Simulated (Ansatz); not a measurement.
Process, species as SMILES: OCl (OH-Cl) → [OH] (OH) + Cl atom
B3LYP-D3(BJ)/def2-TZVP geometries, fixed; electronic energies without zero-point terms.
Largest species:
```xyz
3

O      0.0220     1.1044    -0.0012
H     -0.9233     1.3146     0.0160
Cl     0.0439    -0.5970    -0.0004
```

Basis-set convergence of the bond dissociation energy at HF with Ansatz (an electronic-structure program). Cartesian d functions, on some or all atoms, in 6-31G*, 6-311G**; all else is spherical. Open shells are unrestricted. No added dispersion term, no relativity. Functions are those of the species that has most. Reference: the value in pcseg-4, 10.32 kcal/mol, itself unsure by roughly 0.13 kcal/mol (its mean distance from aug-pcseg-3, aug-cc-pV(Q+d)Z, cc-pV(5+d)Z). Deviations are taken from unrounded values.

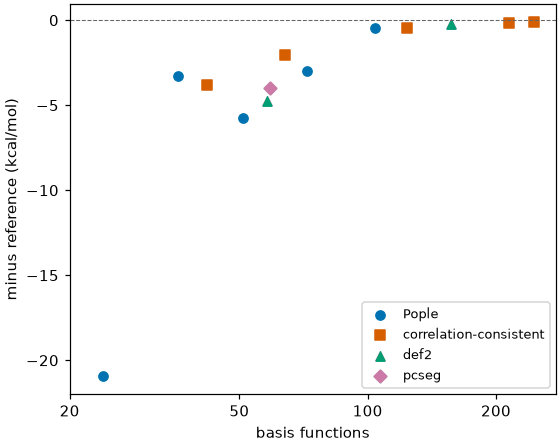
Figure. Deviation from the reference against the number of basis functions, by family of sets.

```
basis              functions  bond dissociation energy (kcal/mol)  minus reference (kcal/mol)
-----------------  ---------  -----------------------------------  --------------------------
6-31G                     24                               -10.62                      -20.95
6-31G*                    36                                 7.04                       -3.28
cc-pV(D+d)Z               42                                 6.52                       -3.80
6-311G**                  51                                 4.56                       -5.76
def2-SVPD                 58                                 5.54                       -4.78
aug-pcseg-1               59                                 6.36                       -3.97
aug-cc-pV(D+d)Z           64                                 8.25                       -2.07
6-311++G(2d,2p)           72                                 7.32                       -3.01
6-311++G(3df,3pd)        104                                 9.88                       -0.44
aug-cc-pV(T+d)Z          124                                 9.89                       -0.43
def2-QZVPP               157                                10.08                       -0.25
aug-cc-pV(Q+d)Z          215                                10.13                       -0.19
cc-pV(5+d)Z              246                                10.21                       -0.12
```
